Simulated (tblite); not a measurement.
Molecular dynamics, with input and output: C$_{6}$H$_{3}$F$_{3}$O

System: C$_{6}$H$_{3}$F$_{3}$O, SMILES FC(F)=C(F)c1ccco1.
Method: GFN2-xTB Langevin dynamics, gas phase (tblite 0.8.0).

It belongs to a series of runs on one base structure; here: H on C replaced by CF=CF2.

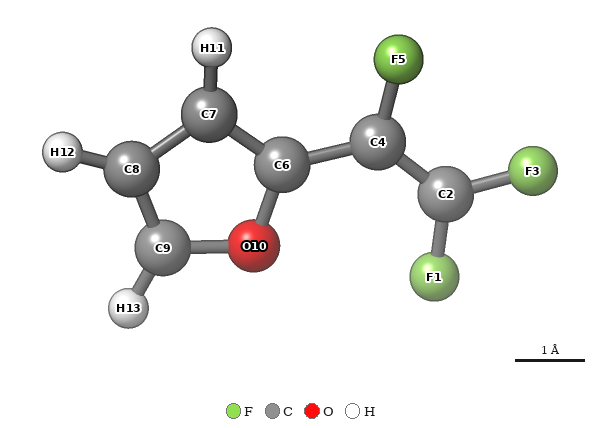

Fig. 1: The starting structure (ball-and-stick view, seen at a tilt; atoms are numbered from 1 in the order of the input). Bond lengths as drawn: C–C 1.34 to 1.44 Å, C–F 1.32 to 1.35 Å, C–H 1.07 Å and C–O 1.34 to 1.35 Å.

### Input
```
{"job": {"kind": "md", "xc": "GFN2-xTB", "basis": "xTB", "temperature": 300, "steps": 2000, "every": 50}, "charge": 0, "multiplicity": 1}
F     -2.188491    -0.346829    -1.809744
C     -2.415881     0.116398    -0.590536
F     -3.705366     0.356542    -0.406832
C     -1.462153     0.314990     0.326293
F     -1.829786     0.792150     1.530912
C     -0.050015     0.069102     0.169947
C      0.976689     0.246697     1.066594
C      2.149659    -0.152370     0.392574
C      1.754126    -0.539420    -0.853478
O      0.428606    -0.409477    -0.997897
H      0.889443     0.613859     2.068074
H      3.146104    -0.151233     0.782811
H      2.302676    -0.909921    -1.696447
```

The first line tells a small driver script what to run in tblite; the rest is the geometry in Å.

Launched with:
```bash
OMP_NUM_THREADS=1 python <driver script> task.json out
```

### Output
```
t/fs     T/K      E/eV
    0.0   250.0   -886.98187
   25.0   119.8   -886.74724
   50.0   187.2   -886.69033
   75.0   192.6   -886.71501
  100.0   225.4   -886.64554
  125.0   155.0   -886.61415
  150.0   228.2   -886.67569
  175.0   192.9   -886.52726
  200.0   256.1   -886.69174
  225.0   302.9   -886.66186
  250.0   301.9   -886.57749
  275.0   303.5   -886.60270
  300.0   284.5   -886.58596
  325.0   278.6   -886.62267
  350.0   366.5   -886.64436
  375.0   424.3   -886.69054
  400.0   306.5   -886.43497
  425.0   341.0   -886.64411
  450.0   352.8   -886.68495
  475.0   302.4   -886.63978
  500.0   318.3   -886.64879
  525.0   271.5   -886.64169
  550.0   336.3   -886.66547
  575.0   253.3   -886.65484
  600.0   185.9   -886.38777
  625.0   296.2   -886.47654
  650.0   431.1   -886.66081
  675.0   383.0   -886.68233
  700.0   314.0   -886.50424
  725.0   311.6   -886.39515
  750.0   191.7   -886.29801
  775.0   332.9   -886.60552
  800.0   297.7   -886.35682
  825.0   318.3   -886.54366
  850.0   279.4   -886.42691
  875.0   249.7   -886.56500
  900.0   285.3   -886.57757
  925.0   181.9   -886.59397
  950.0   223.2   -886.55482
  975.0   264.2   -886.65571
 1000.0   290.3   -886.51450
```

### Trajectory as extended XYZ (Å, eV, eV/Å), 16 of the 41 frames kept, from step=0 to step=40
```
13
Properties=species:S:1:pos:R:3:forces:R:3 step=0 time_fs=0.0 energy=-886.98187 temperature=250.0
F    -2.1885   -0.3468   -1.8097    0.0014  -0.0025  -0.0021
C    -2.4159    0.1164   -0.5905    0.0067   0.0060  -0.0013
F    -3.7054    0.3565   -0.4068   -0.0055  -0.0024  -0.0008
C    -1.4622    0.3150    0.3263    0.0082  -0.0008   0.0034
F    -1.8298    0.7922    1.5309    0.0050   0.0000  -0.0001
C    -0.0500    0.0691    0.1699    0.0026  -0.0024   0.0007
C     0.9767    0.2467    1.0666   -0.0026  -0.0022   0.0002
C     2.1497   -0.1524    0.3926   -0.0031   0.0012  -0.0005
C     1.7541   -0.5394   -0.8535   -0.0002   0.0061  -0.0008
O     0.4286   -0.4095   -0.9979   -0.0034   0.0007   0.0021
H     0.8894    0.6139    2.0681   -0.0049  -0.0004   0.0019
H     3.1461   -0.1512    0.7828   -0.0027   0.0014  -0.0039
H     2.3027   -0.9099   -1.6964   -0.0014  -0.0048   0.0011
13
Properties=species:S:1:pos:R:3:forces:R:3 step=3 time_fs=75.0 energy=-886.71501 temperature=192.6
F    -2.3134   -0.5262   -1.7783    0.2817   0.8180   1.3446
C    -2.5077    0.1297   -0.5950    0.3171  -0.3296   0.0096
F    -3.8090    0.4078   -0.5140    0.4668   0.0473   0.2824
C    -1.5570    0.3771    0.3583   -0.8241  -0.4649  -0.8661
F    -1.8868    0.8965    1.5689   -0.1514  -0.1081  -0.7449
C    -0.1555    0.0754    0.2142    0.4812   0.3003   0.4470
C     0.8672    0.2121    1.1435   -0.4615  -0.0477   0.1372
C     2.0623   -0.1980    0.5139   -1.6449   0.0916  -0.6228
C     1.6851   -0.5153   -0.7465   -1.5242   0.2022  -0.2917
O     0.3512   -0.3522   -0.9549    0.5211   0.0152   0.4970
H     0.7385    0.5647    2.1471    0.0406  -0.0569   0.0265
H     3.0211   -0.3195    0.8741    1.3224   0.0866   0.7690
H     2.1329   -0.7970   -1.6366    1.1751  -0.5539  -0.9879
13
Properties=species:S:1:pos:R:3:forces:R:3 step=5 time_fs=125.0 energy=-886.61415 temperature=155.0
F    -2.1288   -0.6253   -1.6360   -1.1936   0.2835   0.0585
C    -2.5293    0.0604   -0.5451    0.0767  -0.8646  -1.0458
F    -3.8123    0.3159   -0.3928   -0.0224  -0.2682  -0.5376
C    -1.5916    0.2784    0.3531    0.1135   1.1974   0.6224
F    -1.9400    0.9937    1.4397    0.1306  -0.1341   0.3736
C    -0.1958    0.0798    0.1663    1.1838   0.2785  -0.0557
C     0.7782    0.3133    1.1062    0.7027  -0.7879  -0.1101
C     1.9830   -0.1219    0.5086    0.2686  -0.1754  -0.9150
C     1.7327   -0.4777   -0.7912   -2.3064   0.3164   0.5097
O     0.3647   -0.3228   -1.0015    0.7597  -0.4070   0.3599
H     0.7043    0.6255    2.1258   -0.2782   0.0719  -0.0245
H     2.9427   -0.2259    0.9396    0.4569   0.2473   0.4338
H     2.2522   -0.9050   -1.6309    0.1081   0.2424   0.3309
13
Properties=species:S:1:pos:R:3:forces:R:3 step=8 time_fs=200.0 energy=-886.69174 temperature=256.1
F    -2.3052   -0.5860   -1.6895    0.0028   0.1190   0.5235
C    -2.5447    0.0133   -0.5227   -1.2757  -0.4807  -0.8220
F    -3.8646    0.2313   -0.3835    0.6738  -0.0365  -0.1349
C    -1.6704    0.2233    0.4500    1.2093   1.1195   0.1909
F    -2.1010    0.9768    1.4874    0.1009  -0.4795   0.2142
C    -0.2210    0.0794    0.3320    0.5669   0.0955  -0.4530
C     0.8336    0.1607    1.2186   -0.9187  -0.2626   0.5737
C     2.0198   -0.1619    0.5471    0.0643  -0.3963  -0.2609
C     1.6073   -0.4006   -0.7510    0.6510   0.7923   1.2266
O     0.3061   -0.1816   -0.8910   -0.4389  -0.6254  -0.4309
H     0.6512    0.3512    2.2436    0.2682   0.1590   0.6159
H     3.0201   -0.2999    0.9858   -0.9217   0.2706  -0.4785
H     2.2433   -0.5508   -1.5784    0.0178  -0.2750  -0.7647
13
Properties=species:S:1:pos:R:3:forces:R:3 step=11 time_fs=275.0 energy=-886.60270 temperature=303.5
F    -2.5505   -0.6212   -1.5320    0.6428   0.1668   0.2940
C    -2.6843   -0.0595   -0.3370   -1.2300   0.2651   0.2552
F    -4.0166    0.1962   -0.2176    1.1032  -0.1511   0.5217
C    -1.7180    0.1666    0.5815   -0.6374   0.5101  -0.4201
F    -2.0129    0.6393    1.8331    0.0494  -0.3594  -1.0468
C    -0.3191    0.0602    0.2719    0.7591  -0.5229  -1.1451
C     0.7638   -0.0400    1.0994   -0.0361  -0.6416  -0.0539
C     1.8847   -0.4053    0.3336    1.0069   0.0405   0.7486
C     1.4253   -0.4413   -0.9284   -0.5063   0.5194  -0.4361
O     0.1319   -0.1453   -1.0320   -0.9297   0.0548   1.3313
H     0.7141   -0.0048    2.1349   -0.0173   0.2452   1.4089
H     2.9133   -0.6295    0.6628   -1.0262   0.3188  -0.1982
H     1.9110   -0.4744   -1.8438    0.8216  -0.4457  -1.2594
13
Properties=species:S:1:pos:R:3:forces:R:3 step=13 time_fs=325.0 energy=-886.62267 temperature=278.6
F    -2.5505   -0.5402   -1.4325   -0.6482   0.4619  -0.2511
C    -2.8050    0.0373   -0.2656    0.3456  -0.4146   0.4885
F    -4.0752    0.2597    0.0197   -0.1923  -0.1162  -0.4795
C    -1.8274    0.1718    0.6285    1.6119  -0.5027   0.5004
F    -2.0719    0.4043    1.9299   -0.2527   0.4496  -0.1228
C    -0.3996   -0.0888    0.3537   -1.6783   0.2575  -1.4497
C     0.6863   -0.2341    1.1215    1.3499  -0.8447   0.8442
C     1.7583   -0.5606    0.2424    1.3849  -0.3776   0.9375
C     1.2515   -0.6023   -1.0147   -0.7926   1.1538   1.0796
O    -0.0493   -0.2495   -0.9438   -0.3999  -0.2051  -0.7103
H     0.7144   -0.2843    2.1853    0.0796   0.2807   0.2378
H     2.7979   -0.7851    0.5667   -1.1405   0.2608  -0.4065
H     1.6811   -0.5696   -1.9727    0.3325  -0.4036  -0.6679
13
Properties=species:S:1:pos:R:3:forces:R:3 step=16 time_fs=400.0 energy=-886.43497 temperature=306.5
F    -2.6277   -0.3461   -1.2904   -0.8360   0.0893  -0.5004
C    -2.8384    0.0695   -0.0536   -1.2143  -0.4475  -1.3729
F    -4.0810    0.3586    0.2634   -0.5203   0.1758  -0.5052
C    -1.8973   -0.0438    0.8353    1.0488   0.5883   1.6192
F    -2.1822    0.4441    2.0437    0.1789  -0.1185   0.9130
C    -0.5556   -0.3626    0.5236    1.2608  -0.6139  -0.8981
C     0.6012   -0.5549    1.2113    0.3780  -1.0305   1.8676
C     1.6210   -0.8256    0.2925    1.5205  -0.2029   0.7499
C     1.0517   -0.7430   -0.9278   -0.2209   0.4097   0.4031
O    -0.2503   -0.5123   -0.7909   -0.6663   0.7389  -0.7725
H     0.7381   -0.7459    2.2666   -0.2629   0.5762  -0.1059
H     2.6599   -1.0722    0.5624   -0.8654   0.3229  -0.3472
H     1.4945   -0.5262   -1.8525    0.1992  -0.4877  -1.0505
13
Properties=species:S:1:pos:R:3:forces:R:3 step=19 time_fs=475.0 energy=-886.63978 temperature=302.4
F    -2.7322   -0.4497   -1.2074   -0.3210  -0.2948  -1.7691
C    -2.9105   -0.0314   -0.0036   -0.0679   0.2598   1.5489
F    -4.1534    0.3007    0.3147   -0.0947  -0.1040  -0.3481
C    -1.9040   -0.0592    0.8667   -0.3742   0.7391   1.3537
F    -2.1571    0.2901    2.1806    0.1689  -0.1537  -1.0646
C    -0.5429   -0.3756    0.6029    0.5813  -0.1115   0.8438
C     0.4670   -0.4442    1.5216   -0.1460   0.3888   2.6458
C     1.5723   -1.0512    0.9139    0.8411  -0.0641  -0.3790
C     1.1755   -1.2897   -0.3907   -0.7877   1.2293   1.8904
O    -0.0896   -0.8331   -0.5424    0.0514  -0.9544  -1.8809
H     0.3137   -0.1153    2.5867    0.5283  -0.4935  -1.3810
H     2.5564   -1.2358    1.3841   -1.0225   0.0779  -0.5637
H     1.6347   -1.6387   -1.2539    0.6431  -0.5189  -0.8960
13
Properties=species:S:1:pos:R:3:forces:R:3 step=21 time_fs=525.0 energy=-886.64169 temperature=271.5
F    -2.6804   -0.4397   -1.3655   -0.1433   0.1854   0.8202
C    -2.8604   -0.0531   -0.0906   -0.6794  -0.4577  -0.8491
F    -4.1442    0.2256    0.1625    0.4809   0.1732  -0.3562
C    -1.9326   -0.0588    0.8579    0.9365  -0.3080   0.8407
F    -2.2917    0.4653    2.0498   -0.0560  -0.1163   0.0706
C    -0.5588   -0.5745    0.8392   -2.4235   0.6288  -1.5645
C     0.4261   -0.4555    1.7557    1.1838  -0.0529   0.9408
C     1.5492   -1.0003    1.1091    1.1837  -0.3997  -1.7742
C     1.1352   -1.3730   -0.1854    1.4180   0.4300   1.3629
O    -0.1595   -1.1227   -0.3528    0.3251   0.3860   1.1133
H     0.4294   -0.0545    2.7803   -0.3163  -0.3147  -0.9718
H     2.6165   -1.0201    1.4122   -1.2480  -0.1011  -0.0237
H     1.7731   -1.6967   -1.0092   -0.6617  -0.0529   0.3910
13
Properties=species:S:1:pos:R:3:forces:R:3 step=24 time_fs=600.0 energy=-886.38777 temperature=185.9
F    -2.6240   -0.7173   -1.3711   -0.2445   0.6159   0.2733
C    -2.9122   -0.0627   -0.2356   -1.4248  -0.6730  -1.2537
F    -4.2119    0.3219   -0.2201    1.1796  -0.2470   0.0055
C    -2.0687   -0.0572    0.7793    1.2226  -0.2157   0.7963
F    -2.4831    0.4208    1.9614    0.0330   0.3208   0.1520
C    -0.6830   -0.5286    0.7749   -0.2970  -0.3846  -0.8172
C     0.2966   -0.4155    1.7757   -3.2245  -0.5271  -0.0472
C     1.3442   -1.1720    1.2488    1.8026   0.8925   2.4061
C     1.0471   -1.5127    0.0009   -0.0232  -1.7462  -1.5582
O    -0.2122   -1.2619   -0.3468   -0.2972   2.0788   2.2961
H    -0.0568   -0.1246    2.8064    1.1603  -0.0970  -1.4428
H     2.2501   -1.3264    1.8198   -0.0007  -0.0864  -0.4934
H     1.6037   -2.1665   -0.6388    0.1140   0.0689  -0.3168
13
Properties=species:S:1:pos:R:3:forces:R:3 step=27 time_fs=675.0 energy=-886.68233 temperature=383.0
F    -2.8696   -0.9518   -1.4319    0.5514  -0.0927   0.3422
C    -2.9940   -0.1887   -0.3529   -0.7872   0.0818  -0.3584
F    -4.1553    0.4573   -0.4873    0.2534   0.0266   0.4196
C    -2.1958   -0.1219    0.7184   -0.3020   1.0944   0.6207
F    -2.5865    0.7551    1.7312    0.2936  -1.0050  -0.9784
C    -0.8560   -0.6313    0.8679   -1.3882   0.0216  -0.6792
C    -0.0174   -0.5715    1.9358   -0.7022   0.5824   1.5785
C     1.1735   -1.0909    1.4987    1.3263  -0.5037  -1.3342
C     0.9866   -1.3826    0.1707    1.3906  -1.3003   0.1191
O    -0.2560   -1.1832   -0.2100   -0.3011   0.5421  -0.0051
H    -0.2611   -0.2307    2.9325    0.0089   0.0032  -0.3502
H     2.1294   -1.2485    1.9253    0.2186   0.1464   0.7125
H     1.7043   -1.9137   -0.4545   -0.5620   0.4031  -0.0871
13
Properties=species:S:1:pos:R:3:forces:R:3 step=29 time_fs=725.0 energy=-886.39515 temperature=311.6
F    -2.6442   -1.0742   -1.3768   -0.6276   0.0291  -0.6343
C    -3.0085   -0.2084   -0.4425    0.9475  -0.0235   0.1706
F    -4.0563    0.5547   -0.6991   -0.1095  -0.5462  -0.1696
C    -2.1894   -0.0523    0.6120   -2.6040   1.9584   0.4088
F    -2.6811    0.8258    1.5440    0.2697  -0.2446   0.0299
C    -0.9001   -0.4894    0.8178    2.0492  -1.2577   0.8308
C    -0.0671   -0.4194    1.9603   -1.6022  -0.6771  -0.1313
C     1.1279   -1.0108    1.5820    0.6548  -0.4251  -2.5748
C     1.0059   -1.3225    0.1957   -1.7756   0.3626   2.2587
O    -0.2834   -1.0991   -0.2287    1.7806   0.7294   1.4651
H    -0.4343   -0.2708    2.9904    0.4384   0.4076  -1.0423
H     2.0319   -1.1438    2.1531   -0.2505   0.0576  -0.0922
H     1.5818   -1.8732   -0.4788    0.8293  -0.3705  -0.5192
13
Properties=species:S:1:pos:R:3:forces:R:3 step=32 time_fs=800.0 energy=-886.35682 temperature=297.7
F    -2.4766   -1.0265   -1.5236   -0.9676   0.8759   1.4058
C    -3.0250   -0.3254   -0.4631   -0.7190   0.2299  -2.5027
F    -4.2335    0.2222   -0.8339    1.5565  -0.9211   0.6180
C    -2.2564    0.0524    0.5639   -0.1651  -0.8379  -0.7749
F    -2.7763    0.7266    1.5664   -0.3618   0.6293   0.7094
C    -0.9599   -0.4739    0.7816    3.3974  -0.1219  -0.3743
C    -0.1156   -0.2578    1.8754   -1.0134  -0.3670  -0.3153
C     1.1025   -0.8934    1.6760    0.8715  -0.6113  -0.7242
C     0.9838   -1.4573    0.4277    0.8188  -0.0309  -0.8504
O    -0.1433   -1.0971   -0.2121   -1.2082  -0.3205   2.1265
H    -0.3917    0.1427    2.7989   -0.5088   0.7270   0.8514
H     2.0124   -0.9079    2.2956   -1.0167  -0.0950  -0.3606
H     1.6851   -2.1461   -0.0828   -0.6837   0.8434   0.1911
13
Properties=species:S:1:pos:R:3:forces:R:3 step=35 time_fs=875.0 energy=-886.56500 temperature=249.7
F    -2.5804   -0.8325   -1.7486    0.3464  -0.2746   0.2595
C    -2.9313   -0.4169   -0.5502   -0.2837   0.7772   0.2945
F    -4.2176   -0.0524   -0.5692    0.1289  -0.1961  -0.1150
C    -2.2048   -0.1199    0.5400   -0.1196   0.6709   1.1101
F    -2.9685    0.5242    1.5283    0.9747  -0.8195  -0.9209
C    -0.8088   -0.3797    0.9309   -2.4018  -0.7182  -0.8746
C    -0.2045   -0.2935    2.1575    0.8938  -0.0685  -1.7093
C     1.0775   -0.8584    1.9322    0.8566  -0.1265   1.5863
C     1.0584   -1.3255    0.6698    0.8876  -0.9021  -1.3272
O    -0.0943   -1.1080    0.0308    0.0993   1.0010   1.0652
H    -0.5470    0.2871    2.9434   -0.4425   0.4936   1.1921
H     1.9080   -0.9711    2.6721   -1.0540   0.2145  -0.9532
H     1.7919   -1.7996    0.0347    0.1144  -0.0517   0.3926
13
Properties=species:S:1:pos:R:3:forces:R:3 step=37 time_fs=925.0 energy=-886.59397 temperature=181.9
F    -2.4169   -0.7118   -1.6745    0.2338  -0.4584  -0.9108
C    -2.9787   -0.4007   -0.5468   -0.2978   0.4407   1.2093
F    -4.2921   -0.1214   -0.6800    0.7993  -0.0712  -0.0409
C    -2.3143   -0.2622    0.6223    0.5168  -0.8961  -1.5718
F    -3.0012    0.2524    1.6089   -0.8987   0.5421   1.4800
C    -0.9534   -0.6168    0.9835    0.0076  -0.4754   0.3218
C    -0.3538   -0.2985    2.1888    0.5206  -0.3177  -0.4818
C     1.0044   -0.7001    2.0305   -0.5490   0.3809   0.0523
C     1.1272   -1.2946    0.8326   -1.7520  -0.3588  -1.0777
O    -0.0954   -1.3205    0.1896    0.4974   0.9006   0.4515
H    -0.8195    0.0247    3.1009    0.0621   0.3852  -0.3181
H     1.8474   -0.4226    2.5829    0.5592   0.0078   1.0884
H     1.9193   -1.8051    0.3469    0.3006  -0.0796  -0.2020
13
Properties=species:S:1:pos:R:3:forces:R:3 step=40 time_fs=1000.0 energy=-886.51450 temperature=290.3
F    -2.3201   -0.8292   -1.5989    1.1575  -0.5297  -2.1679
C    -2.9712   -0.4928   -0.5601   -0.0062   0.6942   2.5068
F    -4.2262   -0.2108   -0.8235   -0.5357  -0.0156  -0.0886
C    -2.3918   -0.3238    0.6458    0.2621  -0.8002   0.8353
F    -3.2801   -0.1138    1.6933    1.2165   0.1251  -0.7751
C    -0.9629   -0.6109    0.9982   -0.2447   0.0539  -0.1351
C    -0.2252   -0.4034    2.1629   -2.3070   0.7489  -0.3735
C     1.0739   -0.8132    1.9241   -0.1028   0.2083   0.1241
C     1.0564   -1.3239    0.6554    1.5109   0.6634   0.6513
O    -0.0979   -1.1523    0.0730   -1.8539  -0.0995  -0.1898
H    -0.6663    0.0716    3.0226    0.2604  -0.1482   0.0477
H     1.8249   -0.5566    2.6289    0.6307  -0.5978   0.0025
H     1.9062   -1.6591    0.1085    0.0121  -0.3028  -0.4377
```

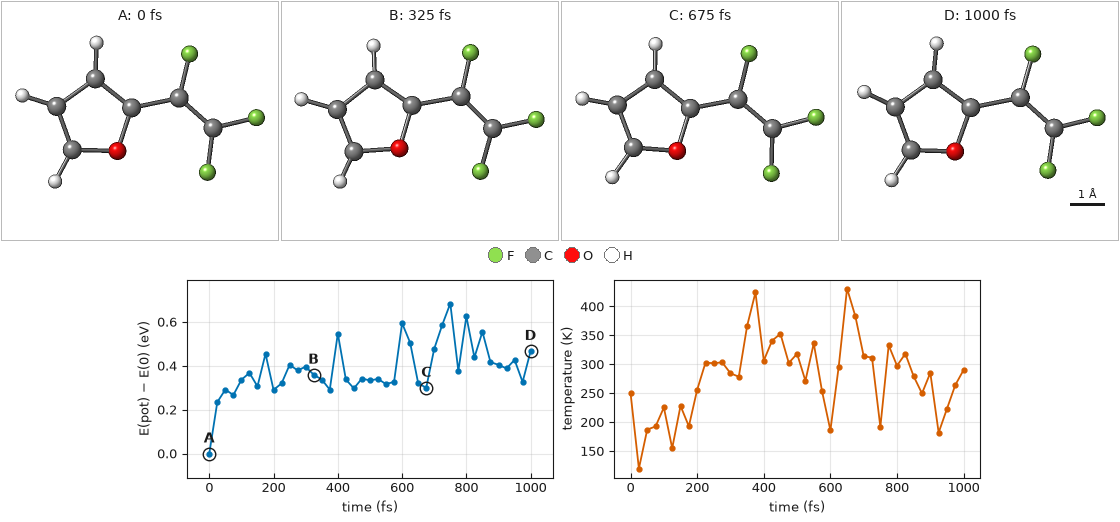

Fig. 2: Frames of the molecular dynamics (ball-and-stick, seen on its broad side) above the curves, on which the letters mark them. The trajectory kept here has 41 frames over 1000 fs. The temperature starts at 250 K, ranges from 120 to 431 K and averages 286 K over the second half. The potential energy ends 0.467 eV above its first value. After an unweighted best fit of the last frame on the first, the root-mean-square displacement is 0.15 Å, and F5 has moved furthest (0.31 Å).

### Results in brief

```csv
quantity,value
outcome,finished
mean temperature over the second half,286 K
trajectory,"41 frames kept, 1000 fs"
hardware,"1 CPU thread, shared host"
wall time,19 s
peak memory,0.18 GiB
```
